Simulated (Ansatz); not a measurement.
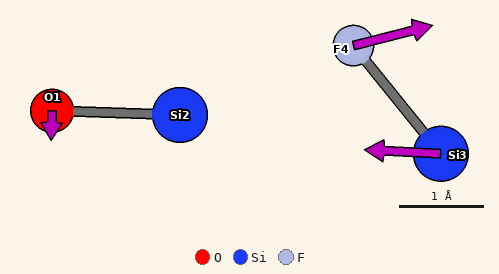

A relaxation of Si2OF (charge −1). The starting structure is drawn; purple arrows show the displacements, at their true length. The two geometries are superimposed by the best rigid fit.

Style: ball-and-stick. Shown face on.

It is one of the separated reactants of a reaction.

Level of theory: Ansatz 0.2.0, RKS PBE-D4/def2-SVPD. (force threshold 0.03 eV/Å; at most 250 steps)

Q: What happened in the run?

A: The atom that moves furthest after the best rigid fit is F4 (1.00 Å). Largest moves by element: F 1.00 Å, Si 0.94 Å, O 0.37 Å. Among the contacts that change: Si2–F4 2.264 → 3.254 Å, Si2–Si3 3.174 → 2.278 Å, Si3–F4 1.670 → 1.740 Å, O1–Si2 1.543 → 1.592 Å. New bonds form, among them: Si2–Si3 (3.17 → 2.28 Å). Over 12 geometry steps the energy falls by 198.4 kJ/mol. The largest force component goes from 2 to 0.027 eV/Å.

Limits of the set-up: the start holds two separate molecules, 2.3 Å apart at their closest, whose relative position is a soft coordinate.
